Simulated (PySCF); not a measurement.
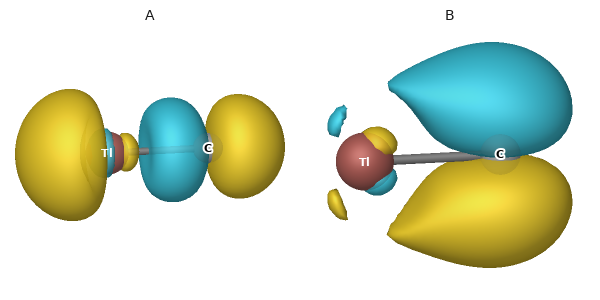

TlC (quartet). Two frontier α-spin orbitals, each drawn at the value that holds 80 % of its norm (yellow and cyan are the two phases), in no order; of a degenerate pair one member is drawn.

Core potentials replace the inner electrons of Tl.

Level of theory: PBE0/cc-pVDZ(-PP), non-relativistic Hamiltonian with scalar-relativistic core potentials where named, at a bond length of 2.298 Å in PySCF.

### Name the orbitals and rank them from lowest to highest energy.

Orbital B: π, occupied in this spin, −6.07 eV; mainly on C (80 %).
Orbital A: σ, occupied in this spin, −5.92 eV; shared between the atoms (Tl 40 %, C 60 %).
